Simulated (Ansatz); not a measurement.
```yaml
atoms:
  - { symbol: H, position_ang: [-2.0877, -1.1410, -0.3828] }
  - { symbol: Si, position_ang: [0.9156, 0.4928, 0.1832] }
  - { symbol: H, position_ang: [-2.7353, -1.4858, -0.5242] }
  - { symbol: H, position_ang: [0.9325, 1.0123, 1.5751] }
  - { symbol: H, position_ang: [0.9579, 1.5997, -0.8070] }
  - { symbol: H, position_ang: [2.0172, -0.4780, -0.0443] }
```

The product side of a reaction path; geometry: PBE0-D4/def2-TZVP.

These are results of UKS PBE0-D4/def2-TZVPP in Ansatz, not measurements.

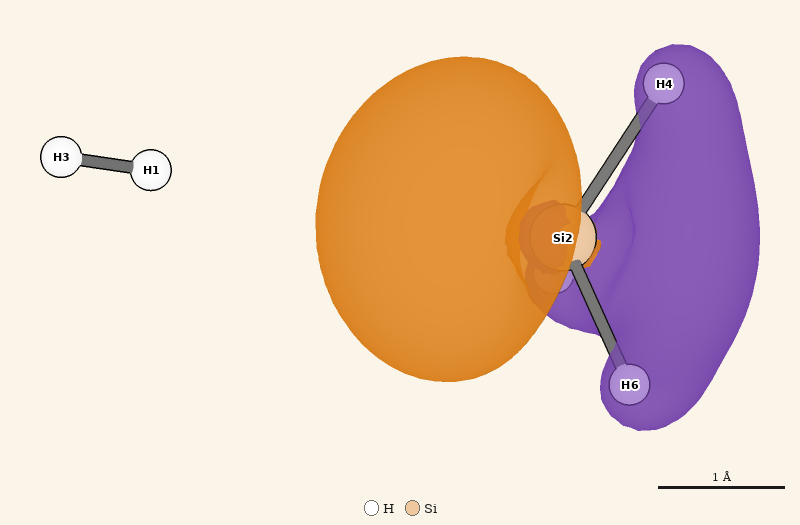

H2···H3Si (doublet). The HOMO (α) at ±0.15 Å⁻³ᐟ² (orange and purple are the two phases), seen at an oblique angle.

Question: What is the character of this orbital?

Answer: By Hirshfeld shares it lies mainly on Si2 (about 80 %). Its energy is −6.43 eV.
